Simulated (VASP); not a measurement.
Band structure of Tl (hcp). Calculation: revPBE GGA, VASP's PBE PAW potentials (set 64) (plane waves; VASP).

Unless said otherwise, spin-orbit coupling is left out, though it shifts the bands of the heavy elements here.

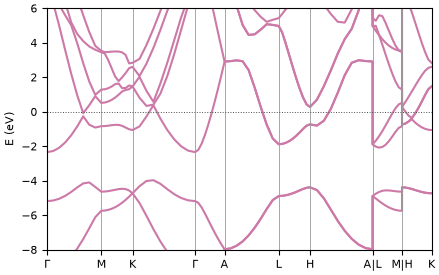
*Bands along high-symmetry lines, zero at the valence-band maximum or, without a gap, the Fermi level*

**Question.** Read the plot: is there a gap, and where are the band edges?

**Answer.** It has no gap at this level: it comes out as a metal or semimetal. (Edges off the drawn lines would not show.)

The compound is Tl in the hcp structure. It was relaxed first, which changed the volume by +15 %.
